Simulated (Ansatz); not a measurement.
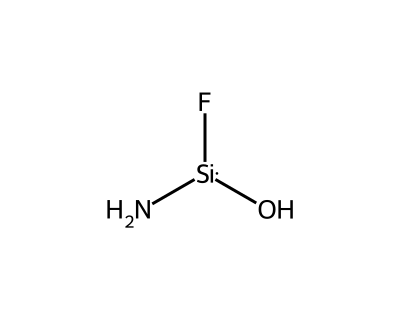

The species is neutral and a spin doublet.

Transcribe the drawing into SMILES.

N[Si](O)F

What is the molecular formula?

FH3NOSi.

An optimisation with PBE0-D4/def2-TZVP gave a structure of which point group?

C1.

More results for the same structure follow; atom numbers are the same in all pictures, views and colours differ. The geometry was computed by an optimisation with PBE0-D4/def2-TZVP.

**Geometry**

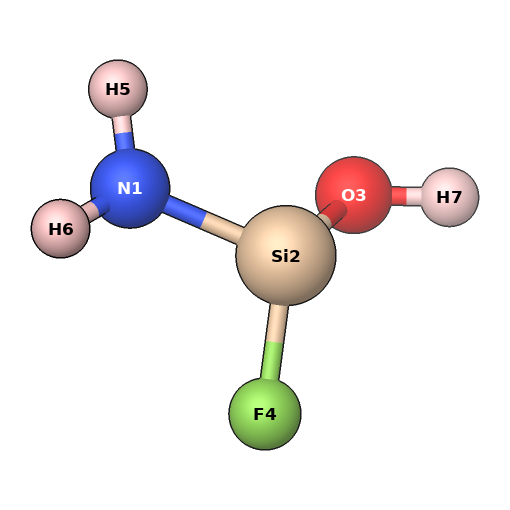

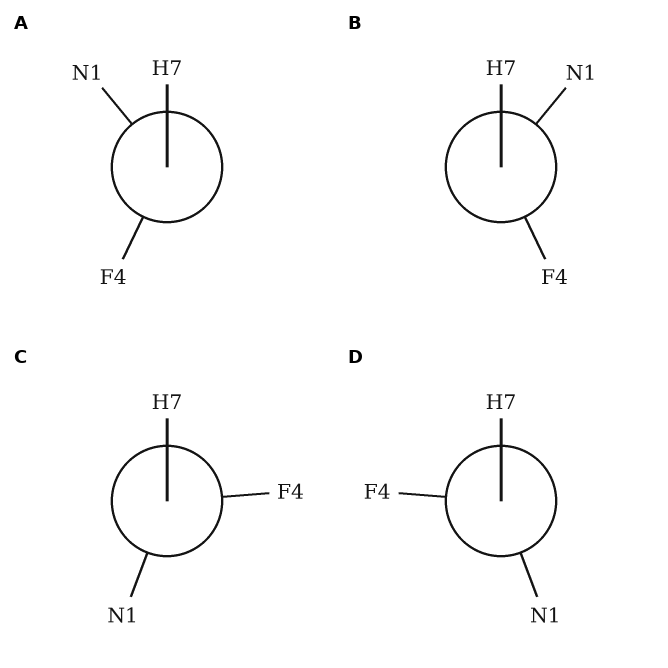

Depth is shown by fading: the farther an atom, the more it takes the colour of the background. Bonds that would overlap in a projection are set slightly apart.

Which Newman projection shows the view along O3–Si2, with O3 in front?

D. The torsion angle H7–O3–Si2–F4 is −86°, about perpendicular.

**Vibrations**

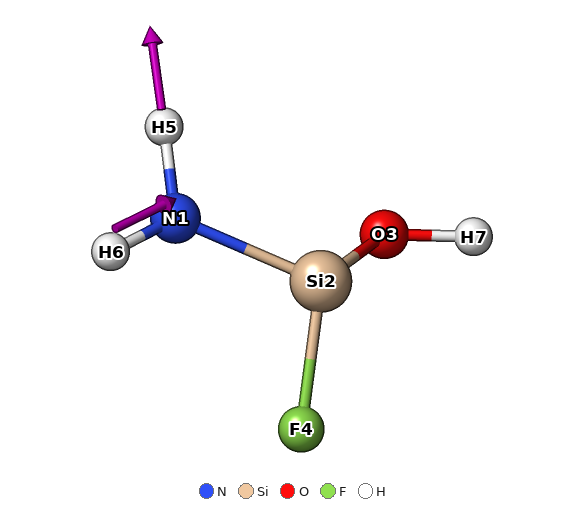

The arrows show one normal mode. Harmonic vibrations computed with UKS PBE0-D4/def2-TZVP (Ansatz 0.2.0) at a stationary point of the same level.

What kind of motion is it?

Mostly out-of-phase stretching of 2 N–H bonds.

At what wavenumber does it lie?

3706 cm⁻¹; it is mode 14 of 15 counted from the lowest.

**Thermal motion**

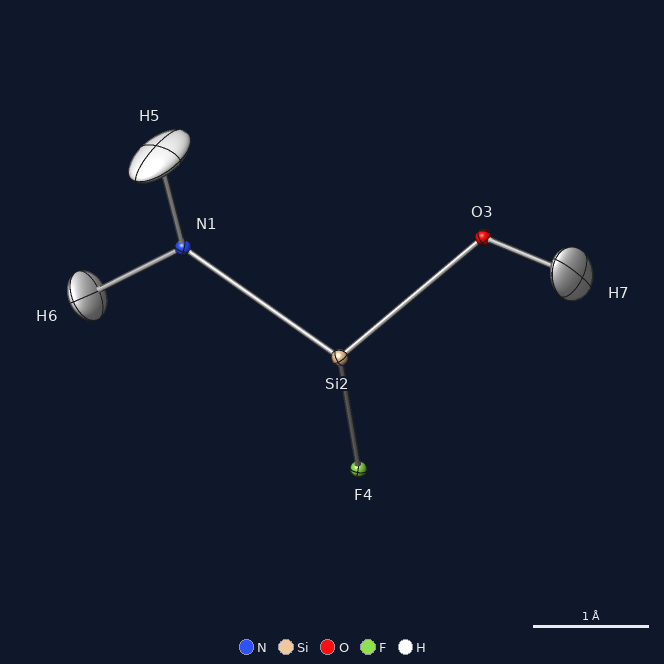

Displacement ellipsoids at the 50 % level, from the internal vibrations of the free molecule (harmonic, no overall translation or rotation; no half-axis is drawn under 0.075 Å). Vibrations computed with UKS PBE0-D4/def2-TZVP (Ansatz 0.2.0). Temperature: 0 K (zero-point motion alone).

Which atom has the largest mean-square displacement?

H6, with U_eq = 0.0279 Å².

Does H7 move more along its bond or across it?

Across it: the root-mean-square amplitude is 0.073 Å along the bond and up to 0.237 Å across, since bending and torsion are softer than stretching.

Give the displacement parameters, one line for each set of equivalent atoms.

```json
{"atom": "N1", "U_eq (Å²)": "0.0014", "rms amplitudes (Å)": "0.030, 0.039, 0.041"}
{"atom": "Si2", "U_eq (Å²)": "0.00070", "rms amplitudes (Å)": "0.025, 0.025, 0.029"}
{"atom": "O3", "U_eq (Å²)": "0.0013", "rms amplitudes (Å)": "0.022, 0.038, 0.044"}
{"atom": "F4", "U_eq (Å²)": "0.0011", "rms amplitudes (Å)": "0.018, 0.035, 0.040"}
{"atom": "H5", "U_eq (Å²)": "0.0278", "rms amplitudes (Å)": "0.076, 0.147, 0.237"}
{"atom": "H6", "U_eq (Å²)": "0.0279", "rms amplitudes (Å)": "0.076, 0.148, 0.236"}
{"atom": "H7", "U_eq (Å²)": "0.0274", "rms amplitudes (Å)": "0.073, 0.144, 0.237"}
```

**Electronic properties**

Properties computed with UKS PBE0-D4/def2-TZVPP (Ansatz 0.2.0).

Estimate the HOMO energy (Kohn–Sham orbital).

−5.83 eV.

Give the dispersion correction at this level.

−9.5 kJ/mol.

Give the ⟨S²⟩ of the determinant at this level.

0.752.
